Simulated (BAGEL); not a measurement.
# B3LYP/6-31G(d) (density fitting with qzvpp-jkfit, spherical functions) run of CH3AlF2 (SMILES F[CH](F)[AlH2])

Aim: the energy change on altering one bond length of CH3AlF2 at B3LYP/6-31G* (density fitting with qzvpp-jkfit, spherical functions), from 2 runs. 

The calculation is run with BAGEL 1.2.2.

2 further runs of the same task are left out: 2 set aside as unsound or not needed. Runs told in other sessions of the task aren't counted.

### Step 1. Starting point

The species is CH3AlF2 (7 atoms), meant as a singlet with charge 0. SMILES: `F[CH](F)[AlH2]`. The coordinates come from a PBE0-D4/def2-TZVP relaxation.

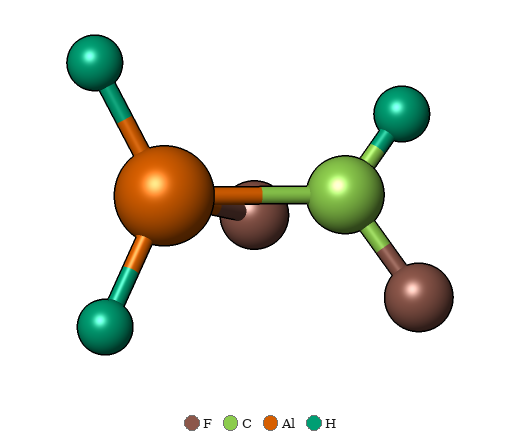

The structure, seen from a chosen angle (fluorine brown, carbon green, aluminium orange, hydrogen teal).

### Step 2. A single-point energy at B3LYP/6-31G(d) (density fitting with qzvpp-jkfit, spherical functions)

Contents of dft.json:

```json
{ "bagel" : [

{
  "title" : "molecule",
  "basis" : "6-31gs.json",
  "df_basis" : "qzvpp-jkfit",
  "angstrom" : true,
  "geometry" : [
    { "atom" : "F", "xyz" : [    0.566400,   -0.559400,    1.835800 ] },
    { "atom" : "C", "xyz" : [    0.747200,   -0.159800,    0.579900 ] },
    { "atom" : "F", "xyz" : [    0.082600,   -1.251900,   -0.301400 ] },
    { "atom" : "Al", "xyz" : [   -0.702200,    0.528300,   -0.561300 ] },
    { "atom" : "H", "xyz" : [    1.801200,   -0.277700,    0.321100 ] },
    { "atom" : "H", "xyz" : [   -2.150600,    0.570400,    0.060000 ] },
    { "atom" : "H", "xyz" : [   -0.283400,    1.082000,   -1.979700 ] }
  ]
},
{
  "title" : "ks",
  "xc_func" : "b3lyp",
  "charge" : 0
},
{
  "title" : "print",
  "file" : "orbitals.molden",
  "orbitals" : true
}

]}
```

The basis set 6-31G* is read from a file made from the Basis Set Exchange's data (not shown).

Launch:

```bash
$ BAGEL_NUM_THREADS=1 BAGEL dft.json > dft.out
```

The log of the run:

```text
* using 1 threads per process

  ===============================================================
  ===============================================================

  *** Geometry ***

  { "atom" : "F", "xyz" : [      1.070341,     -1.057113,      3.469159 ] },
  { "atom" : "C", "xyz" : [      1.412003,     -0.301978,      1.095852 ] },
  { "atom" : "F", "xyz" : [      0.156091,     -2.365748,     -0.569563 ] },
  { "atom" : "Al", "xyz" : [     -1.326966,      0.998342,     -1.060703 ] },
  { "atom" : "H", "xyz" : [      3.403775,     -0.524777,      0.606791 ] },
  { "atom" : "H", "xyz" : [     -4.064045,      1.077900,      0.113384 ] },
  { "atom" : "H", "xyz" : [     -0.535548,      2.044684,     -3.741091 ] },

  Number of auxiliary basis functions:      411

  Since a DF basis is specified, we compute 2- and 3-index integrals:
    o Being stored without compression. Storage requirement is 0.014 GB

  Number of basis functions:       66
  Number of electrons      :       40

    * METHOD: MOLECULE                             0.16

  *** Kohn-Sham DFT ***

    * Removing 12141 points whose weight is below 1.00e-10
    * Grid points: 92201

  === Nuclear Repulsion ===
   159.4138018488

       - DIIS with orbital gradients will be used.

  === KS iteration (b3lyp / 6-31gs.json) ===
      0       -457.11496888          0.14690653           0.23
      1       -408.76246462          0.14337435           0.22
      2       -354.65615220          0.23025576           0.22
      3       -467.31601163          0.13920977           0.22
      4       -470.26625416          0.12967405           0.22
      5       -469.89994217          0.13388156           0.22
      6       -469.89303568          0.13400720           0.22
      7       -434.27859358          0.17549737           0.22
      8       -481.00463978          0.05245088           0.22
      9       -481.61694541          0.03591376           0.22
     10       -481.94416056          0.01165881           0.22
     11       -481.96614728          0.00784084           0.22
     12       -481.98398885          0.00139694           0.22
     13       -481.98468941          0.00017291           0.22
     14       -481.98469754          0.00004299           0.22
     15       -481.98469819          0.00000654           0.22
     16       -481.98469821          0.00000169           0.21
     17       -481.98469821          0.00000083           0.21
     18       -481.98469821          0.00000015           0.21
     19       -481.98469821          0.00000006           0.21
     20       -481.98469821          0.00000003           0.22
     21       -481.98469821          0.00000000           0.21
    * SCF iteration converged.

    * Permanent dipole moment:
           (   -0.464422,    -0.211069,     0.013605) a.u.

    * METHOD: KS                                   5.19

    * METHOD: PRINT                                0.01

  ===============================================================
```

Wall time 5.7 s (1 thread of Arm Neoverse V1, shared host); peak memory 0.31 GiB.

### Step 3. The distorted shape at the same level

Contents of dft.json:

```json
{ "bagel" : [

{
  "title" : "molecule",
  "basis" : "6-31gs.json",
  "df_basis" : "qzvpp-jkfit",
  "angstrom" : "true",
  "geometry" : [
    { "atom" : "F", "xyz" : [       0.250201,      -0.524030,       1.913440 ] },
    { "atom" : "C", "xyz" : [       0.431001,      -0.124430,       0.657540 ] },
    { "atom" : "F", "xyz" : [      -0.233599,      -1.216530,      -0.223760 ] },
    { "atom" : "Al", "xyz" : [      -1.018399,       0.563670,      -0.483660 ] },
    { "atom" : "H", "xyz" : [       1.801200,      -0.277700,       0.321100 ] },
    { "atom" : "H", "xyz" : [      -2.466799,       0.605770,       0.137640 ] },
    { "atom" : "H", "xyz" : [      -0.599599,       1.117370,      -1.902060 ] }
  ]
},

{ "title" : "ks", "xc_func" : "b3lyp" },

{ "title" : "print", "file" : "orbitals.molden", "orbitals" : "true" }

]}
```

The basis set 6-31G* is read from a file made from the Basis Set Exchange's data (not shown).

Launch:

```bash
$ BAGEL_NUM_THREADS=1 BAGEL dft.json > dft.out
```

The log of the run:

```text
* using 1 threads per process

  ===============================================================
  ===============================================================

  *** Geometry ***

  { "atom" : "F", "xyz" : [      0.472811,     -0.990273,      3.615878 ] },
  { "atom" : "C", "xyz" : [      0.814474,     -0.235139,      1.242571 ] },
  { "atom" : "F", "xyz" : [     -0.441438,     -2.298909,     -0.422845 ] },
  { "atom" : "Al", "xyz" : [     -1.924495,      1.065182,     -0.913985 ] },
  { "atom" : "H", "xyz" : [      3.403775,     -0.524777,      0.606791 ] },
  { "atom" : "H", "xyz" : [     -4.661575,      1.144739,      0.260102 ] },
  { "atom" : "H", "xyz" : [     -1.133078,      2.111523,     -3.594372 ] },

  Number of auxiliary basis functions:      411

  Since a DF basis is specified, we compute 2- and 3-index integrals:
    o Being stored without compression. Storage requirement is 0.014 GB

  Number of basis functions:       66
  Number of electrons      :       40

    * METHOD: MOLECULE                             0.16

  *** Kohn-Sham DFT ***

    * Removing 11785 points whose weight is below 1.00e-10
    * Grid points: 92557

  === Nuclear Repulsion ===
   157.9842892368

       - DIIS with orbital gradients will be used.

  === KS iteration (b3lyp / 6-31gs.json) ===
      0       -456.99971216          0.14552922           0.23
      1       -408.56813482          0.13670866           0.22
      2       -353.98367354          0.22533311           0.22
      3       -466.16063057          0.14240249           0.21
      4       -468.77416066          0.14021979           0.22
      5       -468.03153504          0.14677145           0.22
      6       -467.92191516          0.14837816           0.22
      7       -436.14307425          0.17107002           0.22
      8       -479.91093729          0.06753446           0.22
      9       -481.81173376          0.01950092           0.22
     10       -481.83717717          0.01909033           0.22
     11       -481.94012893          0.00518387           0.22
     12       -481.94787713          0.00180227           0.21
     13       -481.94888474          0.00068506           0.22
     14       -481.94902673          0.00009542           0.22
     15       -481.94903044          0.00001830           0.22
     16       -481.94903057          0.00000656           0.22
     17       -481.94903058          0.00000176           0.22
     18       -481.94903059          0.00000041           0.22
     19       -481.94903059          0.00000014           0.22
     20       -481.94903059          0.00000003           0.22
     21       -481.94903059          0.00000001           0.22
     22       -481.94903059          0.00000000           0.22
    * SCF iteration converged.

    * Permanent dipole moment:
           (   -0.293897,    -0.223753,    -0.003594) a.u.

    * METHOD: KS                                   5.38

    * METHOD: PRINT                                0.01

  ===============================================================
```

Wall time 5.7 s (1 thread of Arm Neoverse V1, shared host); peak memory 0.31 GiB.

### Step 4. Summary of results

At B3LYP/6-31G* (density fitting with qzvpp-jkfit, spherical functions):

| quantity | value |
| --- | --- |
| first shape: total energy | -481.98470 Eh |
| first shape: dipole moment | 1.30 D |
| first shape: HOMO energy | -7.73 eV |
| first shape: LUMO energy | -0.86 eV |
| first shape: HOMO–LUMO gap | 6.86 eV |
| distorted shape: total energy | -481.94903 Eh |
| distorted shape: dipole moment | 0.94 D |
| distorted shape: HOMO energy | -7.73 eV |
| distorted shape: LUMO energy | -0.96 eV |
| distorted shape: HOMO–LUMO gap | 6.77 eV |
| energy change with the C2–H5 bond stretched from 1.092 to 1.419 Å | 0.971 eV |

**Reading.** With the C2–H5 bond stretched from 1.092 to 1.419 Å the energy rises by 0.97 eV (22.4 kcal/mol). The first shape isn't relaxed at this level, so the change isn't measured from a minimum.
